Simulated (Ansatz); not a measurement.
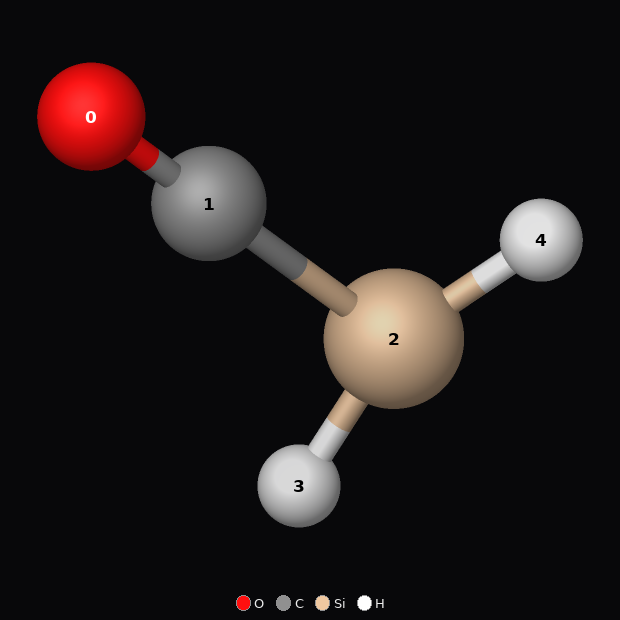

The structure as it stands in the input. Atoms are numbered from 0, in the order of the input.

The calculation was set up as follows.

```yaml
crystal:
  periodic: [false, false, false]
  atoms:
    - {symbol: O, position_ang: [0.305931, -1.200385, 1.927980]}
    - {symbol: C, position_ang: [0.127144, -0.537521, 0.877060]}
    - {symbol: Si, position_ang: [-0.184556, 0.525495, -0.774315]}
    - {symbol: H, position_ang: [-0.802936, -0.358932, -1.508266]}
    - {symbol: H, position_ang: [0.554417, 1.571343, -0.522459]}
basis:
  gaussian: {orbitals: def2-SVP}
hamiltonian: {xc: pbe, dispersion: d4}
relax: {f_tol: 0.03, max_steps: 250}
```

Command:

```sh
ansatz run in.yaml --threads 2 --pin off --events-out ev --progress --plain --max-ram 4352MiB
```

What the program printed (its end):

```
mean field -10980.29508667 eV, -403.5184017238 hartree, gradient 1.8e-5 eV, S^2 0.000000; 1 other end points of the search recorded, 0 dependent functions left out
the calculation of the forces begins
reference -10980.29511048 eV, -403.5184025989 hartree; 15, 15 occupied and 41, 41 virtual orbitals, 613 factors
Total energy: -10980.37472447 eV, -403.5213283589 hartree
Atom 0 at     0.357856    -1.132345     1.723798 Å, force     0.004252     0.010315    -0.026824 eV/Å
Atom 1 at     0.086422    -0.475265     0.811085 Å, force    -0.021341     0.004136     0.023082 eV/Å
Atom 2 at    -0.657417     0.690954    -0.447388 Å, force     0.017860    -0.019678     0.013163 eV/Å
Atom 3 at    -0.511188    -0.420055    -1.492507 Å, force     0.005752     0.011525    -0.000330 eV/Å
Atom 4 at     0.724327     1.336711    -0.594987 Å, force    -0.006524    -0.006298    -0.009091 eV/Å
Dipole moment:     0.075185    -0.067077     0.027794 e Å
```
